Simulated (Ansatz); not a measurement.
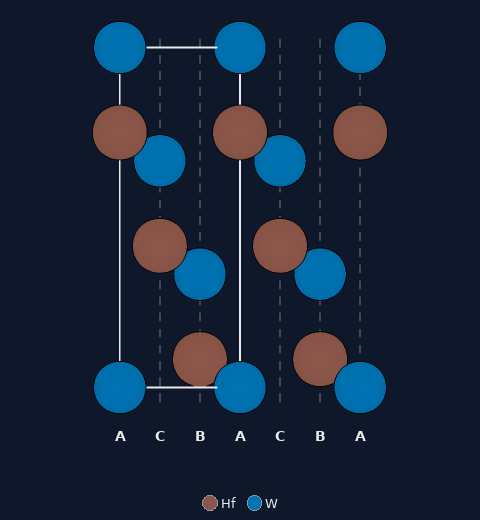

Projection along an edge of the hexagonal mesh, stacking direction [111] upwards. The dashed lines mark the three columns A (0, 0), B (1/3, 2/3) and C (2/3, 1/3). The box is the hexagonal cell of the face-centred cubic lattice. The sequence starts with the first layer at or above the cell's origin.

The compound is HfW, taken as coordinates from a relaxation with DFT PBE, scalar-relativistic, plane waves, PAW (Ansatz); the starting structure was generated, so it need not be a known form of this composition.

List the layers of one repeat.

W(A) – Hf(B) – W(B) – Hf(C) – W(C) – Hf(A) (six layers in 10.65 Å).
